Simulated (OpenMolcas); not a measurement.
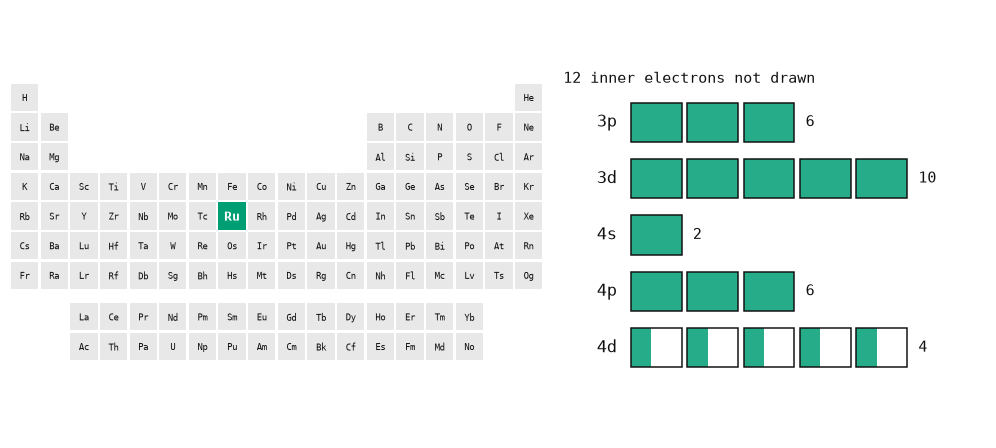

Fig. 1: Left, the place of ruthenium in the periodic table; right, the outer shells of the leading configuration of the lowest level: a box for each of the 2l + 1 orbitals, shaded by the share of the shell that is filled, with the electron count at the right.

## Multiconfigurational calculation, with input and output: Ru⁴⁺

System: Ru⁴⁺.
Method: state-averaged XMS-CASPT2, IPEA shift 0.6, sigma1 shift 0.15 hartree, active space 4 electrons in the shell 4d, basis ANO-RCC-VDZP, DKH2 scalar Hamiltonian, spin-orbit coupling by RASSI with atomic mean-field integrals (OpenMolcas).

## Output (extracts)
```
--- CASPT2 ---
Orbital specifications:
      -----------------------

      Symmetry species                           1   2
                                                ag  au
      Frozen orbitals                            9   9
      Inactive orbitals                          0   0
      Active orbitals                            5   0
      Secondary orbitals                         7  13
      Deleted orbitals                           0   0
      Number of basis functions                 21  22
Type of calculation                        XMS-CASPT2
      Fock operator                              state-average
      IPEA shift                                 0.60
      Real shift                                 0.00
      Imaginary shift                            0.00
      Sigma^1 regularizer                        0.15
      The input orbitals will be transformed to quasi-canonical
      The input states will be rotated to diagonalize the Fock operator
Reference energy:       -4523.9218685258
      E2 (Non-variational):      -0.0296919922
      Shift correction:          -0.0000000091
      E2 (Variational):          -0.0296920012
      Total energy:           -4523.9515605271
      Residual norm:              0.0000001447
      Reference weight:           0.99240
      Contributions to the CASPT2 correlation energy
      Active & Virtual Only:         -0.0296919922
      One Inactive Excited:           0.0000000000
      Two Inactive Excited:           0.0000000000
Reference energy:       -4523.9218685258
      E2 (Non-variational):      -0.0296359047
      Shift correction:          -0.0000000090
      E2 (Variational):          -0.0296359137
      Total energy:           -4523.9515044395
      Residual norm:              0.0000001495
      Reference weight:           0.99242
      Contributions to the CASPT2 correlation energy
      Active & Virtual Only:         -0.0296359047
      One Inactive Excited:           0.0000000000
      Two Inactive Excited:           0.0000000000
::    XMS-CASPT2 Root  1     Total energy:  -4523.95162503
::    XMS-CASPT2 Root  2     Total energy:  -4523.95160797
::    XMS-CASPT2 Root  3     Total energy:  -4523.95154202
::    XMS-CASPT2 Root  4     Total energy:  -4523.95152661
::    XMS-CASPT2 Root  5     Total energy:  -4523.95146026
--- CASPT2 ---
Orbital specifications:
      -----------------------

      Symmetry species                           1   2
                                                ag  au
      Frozen orbitals                            9   9
      Inactive orbitals                          0   0
      Active orbitals                            5   0
      Secondary orbitals                         7  13
      Deleted orbitals                           0   0
      Number of basis functions                 21  22
Type of calculation                        XMS-CASPT2
      Fock operator                              state-average
      IPEA shift                                 0.60
      Real shift                                 0.00
      Imaginary shift                            0.00
      Sigma^1 regularizer                        0.15
      The input orbitals will be transformed to quasi-canonical
      The input states will be rotated to diagonalize the Fock operator
Reference energy:       -4523.8335710496
      E2 (Non-variational):      -0.0396114017
      Shift correction:          -0.0000013144
      E2 (Variational):          -0.0396127161
      Total energy:           -4523.8731837657
      Residual norm:              0.0000004440
      Reference weight:           0.98863
      Contributions to the CASPT2 correlation energy
      Active & Virtual Only:         -0.0396114017
      One Inactive Excited:           0.0000000000
      Two Inactive Excited:           0.0000000000
Reference energy:       -4523.8335710496
      E2 (Non-variational):      -0.0378431042
      Shift correction:          -0.0000012284
      E2 (Variational):          -0.0378443326
      Total energy:           -4523.8714153822
      Residual norm:              0.0000004226
      Reference weight:           0.98915
      Contributions to the CASPT2 correlation energy
      Active & Virtual Only:         -0.0378431042
      One Inactive Excited:           0.0000000000
      Two Inactive Excited:           0.0000000000
::    XMS-CASPT2 Root  1     Total energy:  -4523.86461967
::    XMS-CASPT2 Root  2     Total energy:  -4523.86425412
::    XMS-CASPT2 Root  3     Total energy:  -4523.86412013
::    XMS-CASPT2 Root  4     Total energy:  -4523.86195541
::    XMS-CASPT2 Root  5     Total energy:  -4523.86181447
::    XMS-CASPT2 Root  6     Total energy:  -4523.86170825
::    XMS-CASPT2 Root  7     Total energy:  -4523.86159261
::    XMS-CASPT2 Root  8     Total energy:  -4523.86151707
::    XMS-CASPT2 Root  9     Total energy:  -4523.86146745
::    XMS-CASPT2 Root 10     Total energy:  -4523.86137023
::    XMS-CASPT2 Root 11     Total energy:  -4523.86115166
::    XMS-CASPT2 Root 12     Total energy:  -4523.86107496
::    XMS-CASPT2 Root 13     Total energy:  -4523.86062152
::    XMS-CASPT2 Root 14     Total energy:  -4523.86037998
::    XMS-CASPT2 Root 15     Total energy:  -4523.85743071
::    XMS-CASPT2 Root 16     Total energy:  -4523.85729533
::    XMS-CASPT2 Root 17     Total energy:  -4523.85728263
::    XMS-CASPT2 Root 18     Total energy:  -4523.85697624
::    XMS-CASPT2 Root 19     Total energy:  -4523.85682168
::    XMS-CASPT2 Root 20     Total energy:  -4523.85667950
::    XMS-CASPT2 Root 21     Total energy:  -4523.85633647
::    XMS-CASPT2 Root 22     Total energy:  -4523.84469694
::    XMS-CASPT2 Root 23     Total energy:  -4523.84450599
::    XMS-CASPT2 Root 24     Total energy:  -4523.84442245
::    XMS-CASPT2 Root 25     Total energy:  -4523.84429547
::    XMS-CASPT2 Root 26     Total energy:  -4523.84404221
::    XMS-CASPT2 Root 27     Total energy:  -4523.84399285
::    XMS-CASPT2 Root 28     Total energy:  -4523.84390427
::    XMS-CASPT2 Root 29     Total energy:  -4523.84353777
::    XMS-CASPT2 Root 30     Total energy:  -4523.84336394
--- CASPT2 ---
Orbital specifications:
      -----------------------

      Symmetry species                           1   2
                                                ag  au
      Frozen orbitals                            9   9
      Inactive orbitals                          0   0
      Active orbitals                            5   0
      Secondary orbitals                         7  13
      Deleted orbitals                           0   0
      Number of basis functions                 21  22
Type of calculation                        XMS-CASPT2
      Fock operator                              state-average
      IPEA shift                                 0.60
      Real shift                                 0.00
      Imaginary shift                            0.00
      Sigma^1 regularizer                        0.15
      The input orbitals will be transformed to quasi-canonical
      The input states will be rotated to diagonalize the Fock operator
Reference energy:       -4523.7895816133
      E2 (Non-variational):      -0.0535266960
      Shift correction:          -0.0000044829
      E2 (Variational):          -0.0535311790
      Total energy:           -4523.8431127923
      Residual norm:              0.0000004553
      Reference weight:           0.98398
      Contributions to the CASPT2 correlation energy
      Active & Virtual Only:         -0.0535266960
      One Inactive Excited:           0.0000000000
      Two Inactive Excited:           0.0000000000
Reference energy:       -4523.7895816133
      E2 (Non-variational):      -0.0471577564
      Shift correction:          -0.0000039201
      E2 (Variational):          -0.0471616765
      Total energy:           -4523.8367432898
      Residual norm:              0.0000004236
      Reference weight:           0.98590
      Contributions to the CASPT2 correlation energy
      Active & Virtual Only:         -0.0471577564
      One Inactive Excited:           0.0000000000
      Two Inactive Excited:           0.0000000000
::    XMS-CASPT2 Root  1     Total energy:  -4523.81940251
::    XMS-CASPT2 Root  2     Total energy:  -4523.81930067
::    XMS-CASPT2 Root  3     Total energy:  -4523.81913597
::    XMS-CASPT2 Root  4     Total energy:  -4523.81904750
::    XMS-CASPT2 Root  5     Total energy:  -4523.81898088
::    XMS-CASPT2 Root  6     Total energy:  -4523.81883956
::    XMS-CASPT2 Root  7     Total energy:  -4523.81881859
::    XMS-CASPT2 Root  8     Total energy:  -4523.81871527
::    XMS-CASPT2 Root  9     Total energy:  -4523.81846588
::    XMS-CASPT2 Root 10     Total energy:  -4523.81661709
::    XMS-CASPT2 Root 11     Total energy:  -4523.81649964
::    XMS-CASPT2 Root 12     Total energy:  -4523.81644244
::    XMS-CASPT2 Root 13     Total energy:  -4523.81634825
::    XMS-CASPT2 Root 14     Total energy:  -4523.81629628
::    XMS-CASPT2 Root 15     Total energy:  -4523.81626116
::    XMS-CASPT2 Root 16     Total energy:  -4523.81613902
::    XMS-CASPT2 Root 17     Total energy:  -4523.81606472
::    XMS-CASPT2 Root 18     Total energy:  -4523.81595297
::    XMS-CASPT2 Root 19     Total energy:  -4523.81581650
::    XMS-CASPT2 Root 20     Total energy:  -4523.81549985
::    XMS-CASPT2 Root 21     Total energy:  -4523.81547815
::    XMS-CASPT2 Root 22     Total energy:  -4523.81536031
::    XMS-CASPT2 Root 23     Total energy:  -4523.80532439
::    XMS-CASPT2 Root 24     Total energy:  -4523.79417403
::    XMS-CASPT2 Root 25     Total energy:  -4523.79390986
::    XMS-CASPT2 Root 26     Total energy:  -4523.79353347
::    XMS-CASPT2 Root 27     Total energy:  -4523.79311744
::    XMS-CASPT2 Root 28     Total energy:  -4523.79265034
::    XMS-CASPT2 Root 29     Total energy:  -4523.76575905
::    XMS-CASPT2 Root 30     Total energy:  -4523.76557875
```

## Spin-orbit levels, grouped by J and assigned

| Configuration | Level | E (eV) | LS purity (%) | Landé g |
| --- | --- | --- | --- | --- |
| 4d⁴ | ⁵D₀ | 0 | 97 | – |
| 4d⁴ | ⁵D₁ | 0.06467 | 98 | 1.501 |
| 4d⁴ | ⁵D₂ | 0.1725 | 99 | 1.500 |
| 4d⁴ | ⁵D₃ | 0.3065 | 99 | 1.498 |
| 4d⁴ | ⁵D₄ | 0.4566 | 98 | 1.497 |
| 4d⁴ | ³P₀ | 2.169 | 92 | – |
| 4d⁴ | ³P₁ | 2.488 | 97 | 1.491 |
| 4d⁴ | ³H₄ | 2.542 | 76 | 0.877 |
| 4d⁴ | ³H₅ | 2.707 | 91 | 1.048 |
| 4d⁴ | ³F₃ | 2.779 | 73 | 1.000 |
| 4d⁴ | ³F₂ | 2.782 | 97 | 0.677 |
| 4d⁴ | ³H₆ | 2.835 | 97 | 1.162 |
| 4d⁴ | ³F₄ | 2.884 | 70 | 1.150 |
| 4d⁴ | ³P₂ | 2.926 | 96 | 1.488 |
| 4d⁴ | ³G₃ | 3.225 | 73 | 0.839 |
| 4d⁴ | ³G₄ | 3.300 | 78 | 1.065 |
| 4d⁴ | ³G₅ | 3.418 | 91 | 1.186 |
| 4d⁴ | ³D₃ | 3.869 | 97 | 1.326 |
| 4d⁴ | ³D₂ | 3.892 | 87 | 1.157 |
| 4d⁴ | ³D₁ | 3.979 | 99 | 0.512 |
| 4d⁴ | ¹I₆ | 4.052 | 97 | 1.005 |
| 4d⁴ | ¹G₄ | 4.104 | 85 | 1.013 |
| 4d⁴ | ¹S₀ | 4.396 | 94 | – |
| 4d⁴ | ¹D₂ | 4.712 | 87 | 1.015 |
| 4d⁴ | ¹F₃ | 5.383 | 92 | 1.009 |
| 4d⁴ | ³P₂ | 6.046 | 98 | 1.490 |
| 4d⁴ | ³F₄ | 6.162 | 97 | 1.244 |
| 4d⁴ | ³F₂ | 6.230 | 97 | 0.675 |
| 4d⁴ | ³F₃ | 6.269 | 93 | 1.079 |
| 4d⁴ | ³P₁ | 6.358 | 100 | 1.499 |
| 4d⁴ | ³P₀ | 6.519 | 99 | – |
| 4d⁴ | ¹G₄ | 7.102 | 97 | 1.006 |
| 4d⁴ | ¹D₂ | 9.230 | 100 | 1.000 |
| 4d⁴ | ¹S₀ | 11.63 | 99 | – |

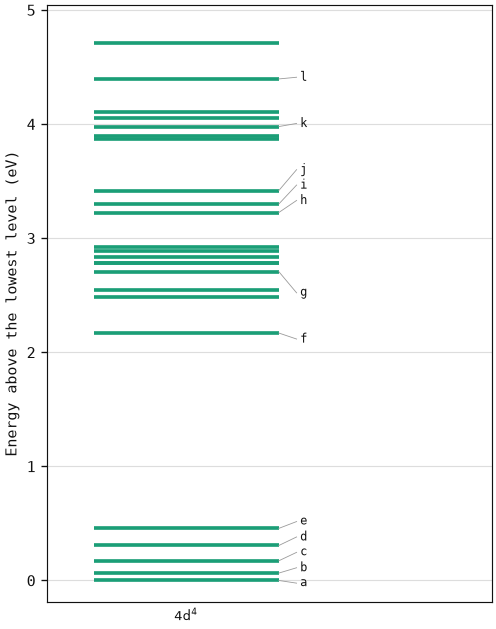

Fig. 2: The lowest computed levels of Ru V (Ru⁴⁺), 12 of them lettered. a: 4d⁴ ⁵D₀ at 0; b: 4d⁴ ⁵D₁ at 0.0647 eV; c: 4d⁴ ⁵D₂ at 0.173 eV; d: 4d⁴ ⁵D₃ at 0.306 eV; e: 4d⁴ ⁵D₄ at 0.457 eV; f: 4d⁴ ³P₀ at 2.17 eV; g: 4d⁴ ³H₅ at 2.71 eV; h: 4d⁴ ³G₃ at 3.23 eV; i: 4d⁴ ³G₄ at 3.30 eV; j: 4d⁴ ³G₅ at 3.42 eV; k: 4d⁴ ³D₁ at 3.98 eV; l: 4d⁴ ¹S₀ at 4.40 eV.

## Input file
```
&GATEWAY
Coord
1

Ru 0.0 0.0 0.0
Basis=ANO-RCC-VDZP
Group=XYZ
NoMove
AngMom=0.0 0.0 0.0
AMFI
&SEWARD
&RASSCF
FileOrb=start.orb
Symmetry=1
Spin=5
nActEl=4 0 0
Inactive=9 9
Ras2=5 0
CIRoot=5 5 1
SDav=5
CIMx=300
Iter=120 100
PrWF=0.3
OrbListing=Nothing
MaxOrb=0
Atom
>>> COPY $Project.JobIph JOB001
&RASSCF
FileOrb=start.orb
Symmetry=1
Spin=3
nActEl=4 0 0
Inactive=9 9
Ras2=5 0
CIRoot=45 45 1
SDav=45
CIMx=300
Iter=120 100
PrWF=0.3
OrbListing=Nothing
MaxOrb=0
Atom
>>> COPY $Project.JobIph JOB002
&RASSCF
FileOrb=start.orb
Symmetry=1
Spin=1
nActEl=4 0 0
Inactive=9 9
Ras2=5 0
CIRoot=50 50 1
SDav=50
CIMx=300
Iter=120 100
PrWF=0.3
OrbListing=Nothing
MaxOrb=0
Atom
>>> COPY $Project.JobIph JOB003
&RASSI
NrOfJobIphs=3 5 45 50
1 2 3 4 5
1 2 3 4 5 6 7 8 9 10 11 12 13 14 15 16 17 18 19 20 21 22 23 24 25 26 27
28 29 30 31 32 33 34 35 36 37 38 39 40 41 42 43 44 45
1 2 3 4 5 6 7 8 9 10 11 12 13 14 15 16 17 18 19 20 21 22 23 24 25 26 27
28 29 30 31 32 33 34 35 36 37 38 39 40 41 42 43 44 45 46 47 48 49 50
IphNames
JOB001
JOB002
JOB003
EJob
SpinOrbit
DIPRint=1.0
SOCoupling=1000.0
Subsets=2
MEES
Property=10
'ANGMOM' 1 'ANGMOM' 2 'ANGMOM' 3 'MLTPL  1' 1 'MLTPL  1' 2 'MLTPL  1' 3
'AMFI' 1 'AMFI' 2 'AMFI' 3 'MLTPL  2' 6
SOProperty=3
'ANGMOM' 1 'ANGMOM' 2 'ANGMOM' 3
>>> COPY JOB001 $Project.JobIph
&CASPT2
XMultistate=5 1 2 3 4 5
Frozen=9 9
IPEA=0.6
Sig1=0.15
MaxIter=60
WThr=0.0 0.3 0.05
PrWF=0.5
NoMix
>>> COPY JOB002 $Project.JobIph
&CASPT2
XMultistate=45 1 2 3 4 5 6 7 8 9 10 11 12 13 14 15 16 17 18 19 20 21 22
23 24 25 26 27 28 29 30 31 32 33 34 35 36 37 38 39 40 41 42 43 44 45
Frozen=9 9
IPEA=0.6
Sig1=0.15
MaxIter=60
WThr=0.0 0.3 0.05
PrWF=0.5
NoMix
>>> COPY JOB003 $Project.JobIph
&CASPT2
XMultistate=50 1 2 3 4 5 6 7 8 9 10 11 12 13 14 15 16 17 18 19 20 21 22
23 24 25 26 27 28 29 30 31 32 33 34 35 36 37 38 39 40 41 42 43 44 45 46
47 48 49 50
Frozen=9 9
IPEA=0.6
Sig1=0.15
MaxIter=60
WThr=0.0 0.3 0.05
PrWF=0.5
NoMix
```

The file start.orb holds starting orbitals from an earlier step. A driver script formed the levels outside the program, from RASSI's spin-orbit matrix and the CASPT2 energies (for multi-state variants, the effective Hamiltonian), averaged over the components of each term or state. The log and the time are those of the CASPT2 step.

Command:
```bash
OMP_NUM_THREADS=1 MOLCAS_MEM=2252 MOLCAS_PROJECT=a pymolcas a.inp > a.log  # once for each step of the input, in one work folder
```

## Summary

- outcome: converged; degenerate states are split by up to 360 cm⁻¹
- lowest level: 4d⁴ ⁵D₀
- first excited level: 4d⁴ ⁵D₁, 522 cm⁻¹
- energy of the lowest spin-free term: −4523.95155 hartree
- energy of the lowest spin-orbit level: −4523.96370 hartree
- CASPT2 correlation energy: −0.0297 hartree
- largest spread among components of a term: 359.8 cm⁻¹
- lowest reference weight: 0.984
- hardware: 1 thread of Intel Xeon (Sapphire Rapids), 10 GiB of memory available, shared host
- wall time: 4.9 s

## Notes

The components of ¹D, which symmetry makes degenerate, are split by 360 cm⁻¹ in CASPT2, and those of 12 more by over 50 cm⁻¹. This is an artefact; the levels of such states rest on averages and are uncertain by about as much. To bear in mind: small basis contracted for the neutral atom, rough for a high charge; only configurations of the active space are included.
